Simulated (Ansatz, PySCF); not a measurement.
Stretching the Cd1–H2 bond in CdH2O (SMILES [OH][CdH]) (multiplicity 1 held, fragments rigid). Energies count from the point at 1.644 Å.
Geometry at that point (charge 0, multiplicity 1):
```xyz
4

Cd    -0.267    -0.099    -0.031
H     -1.788    -0.699    -0.207
O      1.612     0.501     0.177
H      1.727     1.453     0.255
```

Restricted levels (R-, RO-) in cc, def2 and unpolarised 6-31G sets keep to the state of the molecule at rest. Unrestricted levels (U-) break spin symmetry where that is lower. Active spaces are followed from a long bond inwards. Curves can end on different states.

Correlated levels freeze the cores. Rows in LANL2DZ carry no dispersion term and start afresh at each structure. LANL2DZ brings its own core potentials from Na on.

The values were computed with Ansatz (a program for electronic structure); PySCF for LANL2DZ rows. Each number belongs to the level named beside it. In def2 rows elements past Kr take small-core potentials, without spin–orbit coupling.

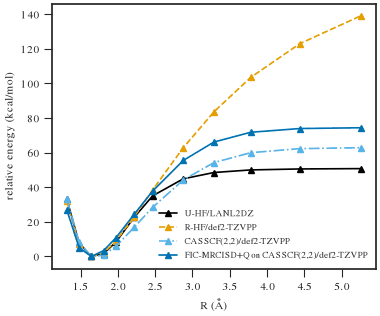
*Relative energy along the coordinate*

Task: Read off the FIC-MRCISD+Q on CASSCF(2,2)/def2-TZVPP curve at R = 4.439.

Result: about 74 kcal/mol

Doubts at one or more of the structures used: a spin-contaminated determinant (U-HF/LANL2DZ); a restricted determinant that unrestricted orbitals would lower (R-HF/def2-TZVPP).
